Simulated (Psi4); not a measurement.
## SiHCl$_{2}$O$_{2}$: single-point calculation

- system: SiHCl$_{2}$O$_{2}$, multiplicity 4
- method: PBE/aug-cc-pVTZ, UKS (Psi4 1.11)

The geometry is that of the parent species in another charge or spin state. The geometry comes from this level: PBE0-D4/def2-TZVP.

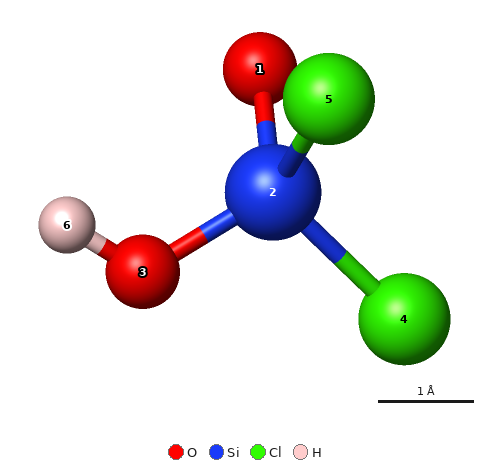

Figure 1. The structure as given in the input (ball-and-stick view, seen at a tilt; atoms are numbered from 1 in the order of the input).

### Input (job.py)
```python
import psi4

psi4.set_memory(1600000000)
psi4.set_num_threads(1)
psi4.set_output_file('output.dat', False)

geom = psi4.geometry("""
0 4
O     -1.226100     0.180900     1.211600
Si    -0.270900     0.041200    -0.123700
O      1.051900    -0.855800     0.114900
Cl    -1.218400    -0.789200    -1.696000
Cl     0.111400     2.012000    -0.434200
H      1.594100    -0.653200     0.881200
symmetry c1
""")

options = {'basis': 'aug-cc-pVTZ', 'reference': 'uks', 'puream': True, 'scf_type': 'df', 'dft_radial_points': 99, 'dft_spherical_points': 590, 'maxiter': 100}
psi4.set_options(options)

e = psi4.energy('pbe')
print(f'pbe energy: {e:.10f} Eh')
```

Run on 1 thread of Intel Xeon (Sapphire Rapids), 16 GiB of memory available, shared host.

Run as:
```bash
python job.py
```

### Output
```
Psi4 1.11 release

   => Loading Basis Set <=

    Name: AUG-CC-PVTZ
    Role: ORBITAL
    Keyword: BASIS

         ---------------------------------------------------------
                                   SCF
                              UKS Reference
                        1 Threads,   1525 MiB Core
         ---------------------------------------------------------

  ==> Geometry <==

    Molecular point group: c1
    Full point group: C1

    Geometry (in Angstrom), charge = 0, multiplicity = 4:

       Center              X                  Y                   Z               Mass
    ------------   -----------------  -----------------  -----------------  -----------------
         O           -0.863496833034    -0.067046806175     1.638191328959    15.994914619570
         SI           0.091703166966    -0.206746806175     0.302891328959    27.976926534650
         O            1.414503166966    -1.103746806175     0.541491328959    15.994914619570
         CL          -0.855796833034    -1.037146806175    -1.269408671041    34.968852682000
         CL           0.474003166966     1.764053193825    -0.007608671041    34.968852682000
         H            1.956703166966    -0.901146806175     1.307791328959     1.007825032230

  Running in c1 symmetry.

  Rotational constants: A =      0.10542  B =      0.06546  C =      0.05655 [cm^-1]
  Rotational constants: A =   3160.53069  B =   1962.47291  C =   1695.44080 [MHz]
  Nuclear repulsion =  366.858493986013968

  Charge       = 0
  Multiplicity = 4
  Electrons    = 65
  Nalpha       = 34
  Nbeta        = 31

  ==> Algorithm <==

  SCF Algorithm Type is DF.
  DIIS enabled.
  MOM disabled.
  Fractional occupation disabled.
  Guess Type is SAD.
  Energy threshold   = 1.00e-06
  Density threshold  = 1.00e-06
  Integral threshold = 1.00e-12

  ==> Primary Basis <==

  Basis Set: AUG-CC-PVTZ
    Blend: AUG-CC-PVTZ
    Number of shells: 85
    Number of basis functions: 265
    Number of Cartesian functions: 312
    Spherical Harmonics?: true
    Max angular momentum: 3

  ==> DFT Potential <==

   => LibXC <=

    Version 7.1.2

   => Composite Functional: PBE <=

    PBE GGA Exchange-Correlation Functional

    Deriv               =              1
    GGA                 =           TRUE
    Meta                =          FALSE

    Exchange Hybrid     =          FALSE
    MP2 Hybrid          =          FALSE

   => Exchange Functionals <=

    1.0000     XC_GGA_X_PBE

   => Correlation Functionals <=

    1.0000     XC_GGA_C_PBE

   => LibXC Density Thresholds  <==

    XC_GGA_C_PBE:  1.00E-12
    XC_GGA_X_PBE:  1.00E-15

   => Molecular Quadrature <=

    Radial Scheme          =       TREUTLER
    Pruning Scheme         =           NONE
    Nuclear Scheme         =       TREUTLER

    Blocking Scheme        =         OCTREE
    BS radius alpha        =              1
    Pruning alpha          =              1
    Radial Points          =             99
    Spherical Points       =            590
    Total Points           =         338166
    Total Blocks           =           2518
    Max Points             =            256
    Max Functions          =            265
    Weights Tolerance      =       1.00E-15

   => Loading Basis Set <=

    Name: (AUG-CC-PVTZ AUX)
    Role: JKFIT
    Keyword: DF_BASIS_SCF

  ==> Integral Setup <==

  DFHelper Memory: AOs need 0.380 GiB; user supplied 0.380 GiB.
  SCF_SUBTYPE=INCORE selected. In-core MEM_DF algorithm will be used.
  Using in-core AOs.

  ==> MemDFJK: Density-Fitted J/K Matrices <==

    J tasked:                   Yes
    K tasked:                    No
    wK tasked:                   No
    Memory [MiB]:               389
    Algorithm:                 Core
    Schwarz Cutoff:           1E-12
    Mask sparsity (%):       0.0313
    Fitting Condition:        1E-10

   => Auxiliary Basis Set <=

  Basis Set: (AUG-CC-PVTZ AUX)
    Blend: AUG-CC-PVTZ-JKFIT
    Number of shells: 200
    Number of basis functions: 692
    Number of Cartesian functions: 857
    Spherical Harmonics?: true
    Max angular momentum: 4

  Cached 33.4% of DFT collocation blocks in 0.709 [GiB].

  Minimum eigenvalue in the overlap matrix is 1.0705464898E-04.
  Reciprocal condition number of the overlap matrix is 1.1356161160E-05.
    Using symmetric orthogonalization.

  ==> Pre-Iterations <==

  SCF Guess: Superposition of Atomic Densities via on-the-fly atomic UHF (no occupation information).

   -------------------------
    Irrep   Nso     Nmo
   -------------------------
     A        265     265
   -------------------------
    Total     265     265
   -------------------------

  ==> Iterations <==

                           Total Energy        Delta E     RMS |[F,P]|

   @DF-UKS iter SAD: -1360.20813421334788   -1.36021e+03   0.00000e+00
   @DF-UKS iter   1: -1359.27612539184656    9.32009e-01   5.34245e-03 DIIS/ADIIS
   @DF-UKS iter   2: -1342.72918224594855    1.65469e+01   1.54520e-02 DIIS/ADIIS
   @DF-UKS iter   3: -1359.85215853400973   -1.71230e+01   3.40068e-03 DIIS/ADIIS
   @DF-UKS iter   4: -1358.40147339703731    1.45069e+00   6.40444e-03 DIIS/ADIIS
   @DF-UKS iter   5: -1360.18516479209484   -1.78369e+00   1.21392e-03 DIIS/ADIIS
   @DF-UKS iter   6: -1359.81560293129291    3.69562e-01   2.92247e-03 DIIS/ADIIS
   @DF-UKS iter   7: -1360.22038378723937   -4.04781e-01   8.17286e-04 DIIS/ADIIS
   @DF-UKS iter   8: -1360.22370673555201   -3.32295e-03   7.75420e-04 DIIS/ADIIS
   @DF-UKS iter   9: -1360.25658425252800   -3.28775e-02   1.89230e-04 DIIS/ADIIS
   @DF-UKS iter  10: -1360.25807034871150   -1.48610e-03   1.03097e-04 DIIS/ADIIS
   @DF-UKS iter  11: -1360.25840392277109   -3.33574e-04   4.65109e-05 DIIS
   @DF-UKS iter  12: -1360.25850093446502   -9.70117e-05   1.61127e-05 DIIS
   @DF-UKS iter  13: -1360.25850976467859   -8.83021e-06   1.07906e-05 DIIS
   @DF-UKS iter  14: -1360.25851347407502   -3.70940e-06   3.72939e-06 DIIS
   @DF-UKS iter  15: -1360.25851384006910   -3.65994e-07   2.36559e-06 DIIS
   @DF-UKS iter  16: -1360.25851402448325   -1.84414e-07   1.04891e-06 DIIS
   @DF-UKS iter  17: -1360.25851406491756   -4.04343e-08   2.42231e-07 DIIS
  Energy and wave function converged.

  ==> Post-Iterations <==

   Electrons on quadrature grid:
      Nalpha   =   34.0000074537 ; deviation = 7.454e-06
      Nbeta    =   31.0000001194 ; deviation = 1.194e-07
      Ntotal   =   65.0000075732 ; deviation = 7.573e-06

   @Spin Contamination Metric:   6.823670271E-03
   @S^2 Expected:                3.750000000E+00
   @S^2 Observed:                3.756823670E+00
   @S   Expected:                1.500000000E+00
   @S   Observed:                1.500000000E+00

    Orbital Energies [Eh]
    ---------------------

    Alpha Occupied:

       1A   -100.779513     2A   -100.763656     3A    -65.536477
       4A    -18.905567     5A    -18.839208     6A     -9.263252
       7A     -9.248200     8A     -7.085221     9A     -7.081685
      10A     -7.079515    11A     -7.070369    12A     -7.067614
      13A     -7.062648    14A     -5.162199    15A     -3.574561
      16A     -3.572959    17A     -3.572154    18A     -1.009855
      19A     -0.985893    20A     -0.838451    21A     -0.819650
      22A     -0.571934    23A     -0.499232    24A     -0.455549
      25A     -0.449804    26A     -0.427465    27A     -0.403808
      28A     -0.388983    29A     -0.382504    30A     -0.376500
      31A     -0.359860    32A     -0.359635    33A     -0.345120
      34A     -0.078193

    Alpha Virtual:

      35A     -0.047663    36A     -0.027230    37A     -0.017906
      38A     -0.013933    39A     -0.000312    40A      0.004544
      41A      0.012196    42A      0.021324    43A      0.029075
      44A      0.033669    45A      0.038129    46A      0.042530
      47A      0.050499    48A      0.070008    49A      0.079220
      50A      0.085465    51A      0.093047    52A      0.098099
      53A      0.100613    54A      0.107270    55A      0.112447
      56A      0.117997    57A      0.131365    58A      0.142631
      59A      0.150239    60A      0.164267    61A      0.172073
      62A      0.184534    63A      0.192168    64A      0.197372
      65A      0.199237    66A      0.218759    67A      0.223107
      68A      0.235877    69A      0.241316    70A      0.246589
      71A      0.251797    72A      0.276525    73A      0.280569
      74A      0.295982    75A      0.307075    76A      0.311004
      77A      0.335446    78A      0.365849    79A      0.375851
      80A      0.395458    81A      0.396762    82A      0.404224
      83A      0.420610    84A      0.427344    85A      0.443717
      86A      0.450208    87A      0.466783    88A      0.482401
      89A      0.512481    90A      0.516904    91A      0.531215
      92A      0.550503    93A      0.558105    94A      0.575484
      95A      0.579067    96A      0.596499    97A      0.598602
      98A      0.608659    99A      0.612957   100A      0.626480
     101A      0.628694   102A      0.647847   103A      0.648535
     104A      0.658316   105A      0.670857   106A      0.672660
     107A      0.692530   108A      0.700525   109A      0.714094
     110A      0.721396   111A      0.731230   112A      0.733209
     113A      0.749806   114A      0.760360   115A      0.779093
     116A      0.802655   117A      0.817081   118A      0.834133
     119A      0.845287   120A      0.858288   121A      0.881191
     122A      0.900243   123A      0.912882   124A      0.940419
     125A      0.960232   126A      0.988659   127A      0.997974
     128A      1.023036   129A      1.046631   130A      1.069297
     131A      1.090694   132A      1.093741   133A      1.115682
     134A      1.136678   135A      1.155956   136A      1.166186
     137A      1.169667   138A      1.191798   139A      1.198539
     140A      1.205708   141A      1.212105   142A      1.228945
     143A      1.235745   144A      1.267857   145A      1.283964
     146A      1.289290   147A      1.341901   148A      1.381204
     149A      1.395360   150A      1.425675   151A      1.451957
     152A      1.469592   153A      1.487126   154A      1.511716
     155A      1.525154   156A      1.554391   157A      1.575922
     158A      1.581826   159A      1.623885   160A      1.634803
     161A      1.638899   162A      1.701319   163A      1.718880
     164A      1.840463   165A      1.859220   166A      1.873698
     167A      1.881862   168A      1.892931   169A      1.959975
     170A      1.983278   171A      1.999222   172A      2.029490
     173A      2.039476   174A      2.055655   175A      2.097540
     176A      2.114486   177A      2.126503   178A      2.144630
     179A      2.154327   180A      2.170901   181A      2.210898
     182A      2.225557   183A      2.242610   184A      2.245905
     185A      2.251020   186A      2.266150   187A      2.299511
     188A      2.346320   189A      2.357228   190A      2.393733
     191A      2.419529   192A      2.429097   193A      2.485278
     194A      2.506007   195A      2.533671   196A      2.562161
     197A      2.574639   198A      2.592419   199A      2.621953
     200A      2.633936   201A      2.649326   202A      2.659038
     203A      2.663001   204A      2.677664   205A      2.694131
     206A      2.726823   207A      2.757296   208A      2.788278
     209A      2.807581   210A      2.821753   211A      2.832430
     212A      2.858325   213A      2.900838   214A      2.908702
     215A      2.930801   216A      2.965090   217A      3.023936
     218A      3.063559   219A      3.184907   220A      3.376521
     221A      3.538403   222A      3.597435   223A      3.869155
     224A      3.913627   225A      3.962816   226A      3.987531
     227A      4.017598   228A      4.130362   229A      4.185546
     230A      4.286984   231A      4.338870   232A      4.423388
     233A      4.869192   234A      4.898277   235A      5.089300
     236A      5.711811   237A      5.797182   238A      5.890886
     239A      5.910390   240A      5.992702   241A      6.006622
     242A      6.051913   243A      6.076877   244A      6.140500
     245A      6.149768   246A      6.170559   247A      6.191940
     248A      6.238620   249A      6.347118   250A      6.361490
     251A      6.383129   252A      6.478909   253A      6.501057
     254A      6.545090   255A      6.580199   256A      6.592927
     257A      6.637173   258A      6.682869   259A      6.690913
     260A      6.861392   261A      7.099007   262A      7.335476
     263A      7.689633   264A     10.893636   265A     13.950798

    Beta Occupied:

       1A   -100.776430     2A   -100.761194     3A    -65.535450
       4A    -18.878523     5A    -18.831251     6A     -9.260152
       7A     -9.245694     8A     -7.080198     9A     -7.077650
      10A     -7.076169    11A     -7.066119    12A     -7.063755
      13A     -7.060862    14A     -5.160633    15A     -3.573090
      16A     -3.571244    17A     -3.570569    18A     -0.987236
      19A     -0.928989    20A     -0.820761    21A     -0.804673
      22A     -0.560205    23A     -0.482592    24A     -0.433510
      25A     -0.423305    26A     -0.393903    27A     -0.364649
      28A     -0.361273    29A     -0.356835    30A     -0.351754
      31A     -0.335656

    Beta Virtual:

      32A     -0.321733    33A     -0.312114    34A     -0.055754
      35A     -0.023675    36A     -0.007427    37A     -0.000541
      38A      0.003873    39A      0.018508    40A      0.023316
      41A      0.028294    42A      0.038910    43A      0.050426
      44A      0.053627    45A      0.055529    46A      0.060398
      47A      0.069646    48A      0.088792    49A      0.095996
      50A      0.101591    51A      0.107629    52A      0.112118
      53A      0.116110    54A      0.125343    55A      0.128834
      56A      0.135522    57A      0.147595    58A      0.157810
      59A      0.166112    60A      0.178279    61A      0.188110
      62A      0.203341    63A      0.208780    64A      0.211201
      65A      0.216873    66A      0.233720    67A      0.240473
      68A      0.249930    69A      0.258707    70A      0.263180
      71A      0.270615    72A      0.290857    73A      0.300728
      74A      0.309733    75A      0.328659    76A      0.330397
      77A      0.352704    78A      0.379561    79A      0.389590
      80A      0.409714    81A      0.412665    82A      0.416824
      83A      0.433747    84A      0.439824    85A      0.458967
      86A      0.465181    87A      0.480715    88A      0.496641
      89A      0.523686    90A      0.530261    91A      0.544191
      92A      0.563990    93A      0.574279    94A      0.590160
      95A      0.594929    96A      0.609393    97A      0.614007
      98A      0.622831    99A      0.628429   100A      0.640346
     101A      0.643428   102A      0.660595   103A      0.662612
     104A      0.674247   105A      0.684470   106A      0.688046
     107A      0.706682   108A      0.716949   109A      0.726247
     110A      0.735882   111A      0.746879   112A      0.749264
     113A      0.765178   114A      0.776041   115A      0.794878
     116A      0.819083   117A      0.829095   118A      0.850542
     119A      0.860995   120A      0.879059   121A      0.896880
     122A      0.917593   123A      0.927906   124A      0.962017
     125A      0.972061   126A      1.004235   127A      1.009986
     128A      1.040997   129A      1.060617   130A      1.083724
     131A      1.104352   132A      1.110119   133A      1.130907
     134A      1.149848   135A      1.168918   136A      1.179425
     137A      1.184219   138A      1.206450   139A      1.210823
     140A      1.220359   141A      1.228242   142A      1.244594
     143A      1.249992   144A      1.279594   145A      1.294369
     146A      1.303094   147A      1.356673   148A      1.398625
     149A      1.411448   150A      1.442090   151A      1.472083
     152A      1.486194   153A      1.506104   154A      1.527205
     155A      1.545876   156A      1.569873   157A      1.592441
     158A      1.596977   159A      1.642585   160A      1.648575
     161A      1.653467   162A      1.725560   163A      1.742693
     164A      1.869878   165A      1.897787   166A      1.898695
     167A      1.921074   168A      1.926477   169A      1.982676
     170A      2.004614   171A      2.024426   172A      2.052212
     173A      2.061861   174A      2.074554   175A      2.115196
     176A      2.130723   177A      2.143352   178A      2.161704
     179A      2.170922   180A      2.187846   181A      2.222584
     182A      2.240513   183A      2.256743   184A      2.262293
     185A      2.267454   186A      2.281405   187A      2.313182
     188A      2.358189   189A      2.373240   190A      2.410678
     191A      2.433625   192A      2.445765   193A      2.498740
     194A      2.520548   195A      2.550307   196A      2.579955
     197A      2.588455   198A      2.608378   199A      2.638386
     200A      2.652201   201A      2.667595   202A      2.676381
     203A      2.679922   204A      2.696403   205A      2.710890
     206A      2.738922   207A      2.775112   208A      2.806804
     209A      2.823494   210A      2.836657   211A      2.846286
     212A      2.874193   213A      2.913479   214A      2.923064
     215A      2.947048   216A      2.982340   217A      3.043482
     218A      3.076602   219A      3.197434   220A      3.388115
     221A      3.547648   222A      3.614908   223A      3.899462
     224A      3.931895   225A      4.013782   226A      4.044486
     227A      4.065065   228A      4.153271   229A      4.201240
     230A      4.306060   231A      4.362865   232A      4.444549
     233A      4.893865   234A      4.921023   235A      5.105263
     236A      5.726429   237A      5.831995   238A      5.966182
     239A      5.983537   240A      6.036306   241A      6.060431
     242A      6.090336   243A      6.112903   244A      6.169647
     245A      6.181148   246A      6.205596   247A      6.227600
     248A      6.268432   249A      6.379897   250A      6.470223
     251A      6.482556   252A      6.518587   253A      6.535265
     254A      6.601893   255A      6.617164   256A      6.638273
     257A      6.663239   258A      6.704152   259A      6.714570
     260A      6.877514   261A      7.111771   262A      7.349867
     263A      7.702540   264A     10.949240   265A     13.968924

    Final Occupation by Irrep:
              A
    DOCC [    31 ]
    SOCC [     3 ]
    NA   [    34 ]
    NB   [    31 ]

  @DF-UKS Final Energy: -1360.25851406491756

   => Energetics <=

    Nuclear Repulsion Energy =            366.8584939860139684
    One-Electron Energy =               -2607.8730953239223709
    Two-Electron Energy =                 974.9538418887750595
    DFT Exchange-Correlation Energy =     -94.1977546157840209
    Empirical Dispersion Energy =           0.0000000000000000
    VV10 Nonlocal Energy =                  0.0000000000000000
    Total Energy =                      -1360.2585140649175628

  UHF NO Occupations:
  HONO-2 :   32  A 1.0000000
  HONO-1 :   33  A 1.0000000
  HONO-0 :   34  A 1.0000000
  LUNO+0 :   35  A 0.0011914
  LUNO+1 :   36  A 0.0011531
  LUNO+2 :   37  A 0.0003522
  LUNO+3 :   38  A 0.0001818

Computation Completed

Properties will be evaluated at   0.000000,   0.000000,   0.000000 [a0]

Properties computed using the SCF density matrix

 Multipole Moments:

 ------------------------------------------------------------------------------------
     Multipole            Electronic (a.u.)      Nuclear  (a.u.)        Total (a.u.)
 ------------------------------------------------------------------------------------

 L = 1.  Multiply by 2.5417464519 to convert [e a0] to [Debye]
 Dipole X            :         -2.5433449            2.1885029           -0.3548420
 Dipole Y            :          1.8335928           -1.5203648            0.3132280
 Dipole Z            :         -2.8150075            2.4121152           -0.4028924
 Magnitude           :                                                    0.6215681

 ------------------------------------------------------------------------------------

	total time  =        112 seconds =       1.87 minutes
```

### Standard output
```
pbe energy: -1360.2585140649 Eh
```

### Summary

```tsv
quantity	value
outcome	converged
total energy	−1360.258514 hartree
basis functions	265
⟨S²⟩	3.757
dipole moment	1.58 D
wall time	1.9 min
peak memory	1.4 GiB
```
